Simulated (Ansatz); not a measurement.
**A computed series for SiC: pressure series**

The reference is SiC (space group P6_3mc, No. 186; a = 3.078 Å, c = 10.076 Å).

Cell and atoms are relaxed at each pressure.

All numbers come from PBEsol (Ansatz, a program for electronic structure), spin-orbit coupling left out.

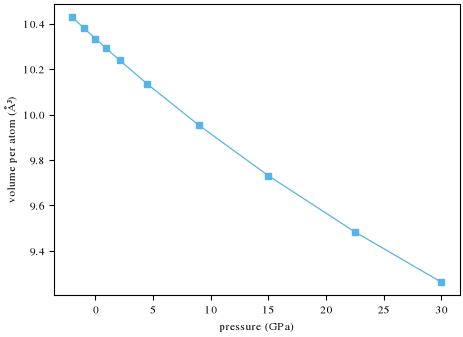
*Volume per atom against pressure*

**Question.** From the plot, what is the volume per atom for pressure 22.5 GPa?

**Answer.** About 9.48 Å³.

**Question.** Is the trend monotonic over the range shown?

**Answer.** Yes, it falls throughout, spanning 9.26 Å³ to 10.43 Å³.

Load acts through the strain it causes; cell and atoms are relaxed under it. Whether these cells are dynamically stable was not tested. No other phases were tried under pressure.
